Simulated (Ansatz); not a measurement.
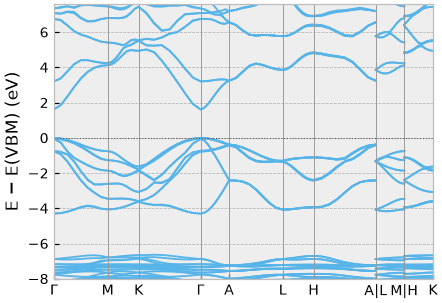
*Band structure from plane-wave PAW r²SCAN with spin–orbit coupling (Ansatz code)*

Read off the gap and where the band edges lie.

About 1.6 eV (1.61 eV by a search for the band edges); maximum at Γ, minimum at Γ.

The material is CdS (wurtzite, space group No. 186).

Space group P6_3mc (wurtzite). The cell was relaxed with r²SCAN under the symmetry of its start.

Potentials: the earlier of the program's two PAW sets. The files were generated under PBE; for other functionals the program regenerates the frozen cores, and for LDA and PBEsol the local potential too.
